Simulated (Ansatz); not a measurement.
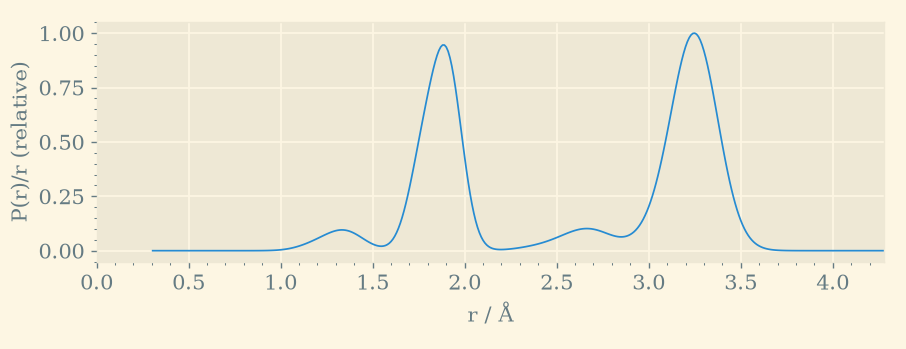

Simulated gas electron diffraction: radial distribution curve of BBrH₂S. Each pair of atoms contributes with weight ZᵢZⱼ/r; damping constant 0.002 Å²; vibrational amplitudes assumed, not computed: 0.05 Å for bonds, 0.078 Å for bonds to H, 0.06 + 0.015 r up to 0.15 Å for other pairs. The geometry is the end point of an optimisation (RKS PBE0-D4/def2-SVP (Ansatz 0.2.0)); it may be a saddle point or a higher isomer.

Read the positions of the first 4 clear peaks and name the main pairs (– for bonds).

Answer. Peak 1, 1.33 Å: B–H 1.20 Å, S–H 1.35 Å, not resolved
Peak 2, 1.88 Å: S–B 1.78 Å, Br–B 1.91 Å, not resolved
Peak 3, 2.66 Å: S···H 2.56 Å, Br···H 2.70 Å, not resolved
Peak 4, 3.25 Å: Br···S 3.25 Å
